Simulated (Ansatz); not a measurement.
Structure (in its standard cell), the geometry relaxed with Ansatz, DFT PBE, scalar-relativistic, plane waves, PAW; the starting structure was generated, so it need not be a known form of this composition:

```yaml
crystal:
  lattice:
    - [5.95702, 0.00000, 0.00000]
    - [0.00000, 5.95702, 0.00000]
    - [0.00000, 0.00000, 5.95702]
  atoms:
    - { symbol: Ga, position: [0.25000, 0.75000, 0.75000] }
    - { symbol: Ga, position: [0.25000, 0.25000, 0.75000] }
    - { symbol: O, position: [0.00000, 0.00000, 0.00000] }
    - { symbol: Ga, position: [0.25000, 0.25000, 0.25000] }
    - { symbol: Ga, position: [0.25000, 0.75000, 0.25000] }
    - { symbol: O, position: [0.00000, 0.50000, 0.50000] }
    - { symbol: Ga, position: [0.75000, 0.75000, 0.25000] }
    - { symbol: Ga, position: [0.75000, 0.25000, 0.25000] }
    - { symbol: O, position: [0.50000, 0.00000, 0.50000] }
    - { symbol: Ga, position: [0.75000, 0.25000, 0.75000] }
    - { symbol: Ga, position: [0.75000, 0.75000, 0.75000] }
    - { symbol: O, position: [0.50000, 0.50000, 0.00000] }
```

Q: Predict the [211] zone-axis pattern (200 kV, kinematic, B = 0.3 Å²).

A: The spots form a rectangular net whose two shortest vectors correspond to d = 3.44 Å and 2.11 Å, 90.0° apart. They are -1 1 1 and 0 -2 2. The pattern has symmetry 2mm. The lattice centring (F) removes all reflections that break h + k = 2n, h + l = 2n.

Strongest reflections with d > 0.80 Å, one of each family (|F|² from tabulated Gaussian fits of the electron scattering factors, times a small damping for the curvature of the Ewald sphere):

```
    hkl  d (Å)  I (strongest = 100)
 0 2 -2  2.106                  100
2 -2 -2  1.720                   30
 0 4 -4  1.053                   22
 2 0 -4  1.332                   18
4 -4 -4  0.860                   12
 2 2 -6  0.898                    7
```

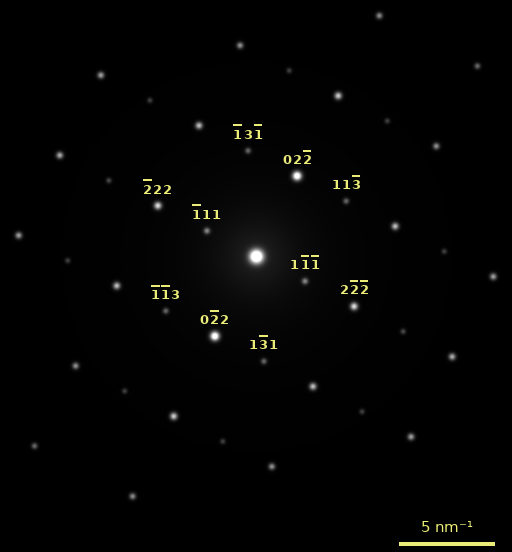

Calculated pattern, seen from the source side with [211] pointing towards the source.
